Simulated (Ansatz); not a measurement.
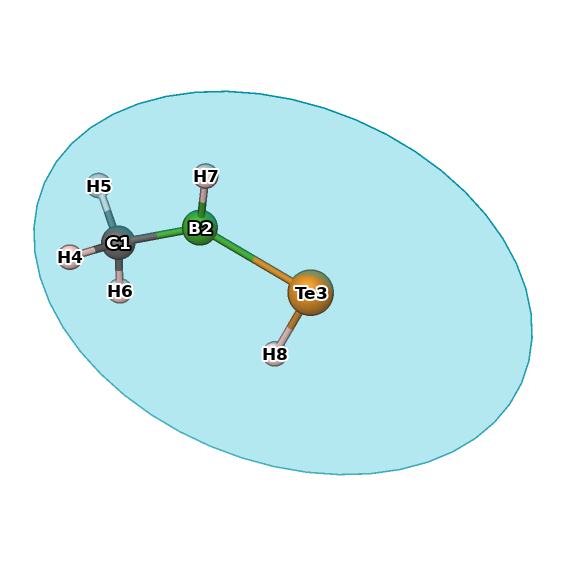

A disc through the centre of mass is drawn in. Atoms fade into the background with distance from the viewer. Computed geometry: PBE0-D4/def2-TZVP optimisation.

### Is the plane of the disc a mirror plane of the structure?

Yes. The reflection leaves C1, B2, Te3, H6, H7, H8 in place and moves H4 ↔ H5. The point group is Cs.
